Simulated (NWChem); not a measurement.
# InH2 (SMILES [InH2]) at UB3LYP/def2-SVP (core potential)

What is the electronic atomisation energy of InH2 at UB3LYP/def2-SVP (core potential)? 

The calculation is run with NWChem 7.3.0.

**1. The molecule**

InH2: 3 atoms, total charge 0, spin state doublet. As SMILES, `[InH2]`. Geometry: relaxed at PBE0-D4/def2-TZVP.

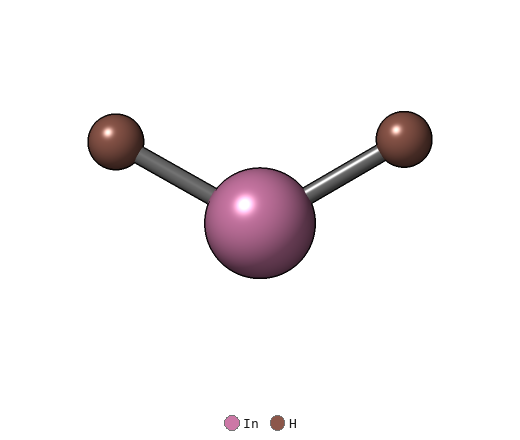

Viewed from a chosen angle; indium pink, hydrogen brown.

**2. A single-point energy at UB3LYP/def2-SVP (core potential)**

File struct.nw:

```
start struct
memory total 2200 mb

geometry units angstroms noautosym nocenter noautoz
 In       0.384600      -0.425400       0.149800
 H        0.691300       1.265400       0.521600
 H       -1.086900      -0.904800      -0.684700
end

basis spherical bse
 * library def2-SVP
end

ecp bse
 In library def2-SVP
end

dft
 xc b3lyp
 mult 2
 grid fine
 convergence energy 1e-08
 maxiter 100
 mulliken
 print low
end

task dft energy
```

The run is started by

```bash
$ nwchem struct.nw > struct.out
```

Standard output:

```text
[...]
 d= 0,ls=0.0,diis     1   -191.3218230683 -2.04D+02  1.39D-02  1.37D-02     0.7
[...]
 d= 0,ls=0.0,diis     8   -191.3372197712 -5.85D-10  5.88D-07  2.81D-11     4.5
[...]
         Total DFT energy =     -191.337219771152
      One electron energy =     -361.294435376951
           Coulomb energy =      174.614659642140
    Exchange-Corr. energy =      -17.471639929952
 Nuclear repulsion energy =       12.814195893610
[...]
      Total Density - Mulliken Population Analysis
     ---------------------------------------------
    Atom       Charge   Shell Charges
 -----------   ------   -------------------------------------------------------
    1 In  21    20.78  -0.60  2.60  1.06  0.45  2.78  3.23  0.86  0.39  9.63  0.39
    2 H    1     1.11   0.67  0.43  0.01
    3 H    1     1.11   0.67  0.43  0.01
[...]
      <S2> =      0.7527 (Exact =     0.7500)
[...]
```

Run time: 5.4 s. Hardware: 1 thread of Intel Xeon 6975P-C (Granite Rapids), shared host; peak memory 0.11 GiB.

**3. The H atom at the same level**

File h.xyz:

```xyz
1
H
H      0.000000     0.000000     0.000000
```

File h.nw:

```
start h
title "H"
memory 2200 mb

geometry units angstroms noautosym nocenter noautoz
   load format xyz h.xyz
end

basis spherical bse
   * library def2-SVP
end

dft
   xc b3lyp
   mult 2
   grid fine
   convergence energy 1e-08
   maxiter 100
   mulliken
   print low
end

task dft energy
```

Run the same way, it converges to -0.50126 Eh (log not shown).

**4. The In atom at the same level**

File in.nw:

```
start in
title "In"
memory stack 880 mb heap 220 mb global 1100 mb

geometry units angstroms noautosym nocenter noautoz
 In    0.000000    0.000000    0.000000
end

basis spherical bse
 * library def2-SVP
end

ecp bse
 In library def2-SVP
end

dft
 xc b3lyp
 mult 2
 grid fine
 convergence energy 1e-08
 maxiter 100
 mulliken
 noprint "final vectors analysis"
end

task dft energy
```

Run the same way, it converges to -190.18168 Eh (log not shown).

**5. Results**

At UB3LYP/def2-SVP (core potential):

```
                     quantity          value
       molecule: total energy  -191.33722 Eh
               molecule: ⟨S²⟩          0.753
         H atom: total energy    -0.50126 Eh
                 H atom: ⟨S²⟩          0.750
        In atom: total energy  -190.18168 Eh
                In atom: ⟨S²⟩          0.752
electronic atomisation energy       4.164 eV
```

What this shows: Taking the molecule apart into free atoms costs 4.16 eV (402 kJ/mol), before zero-point energy and without spin-orbit coupling.
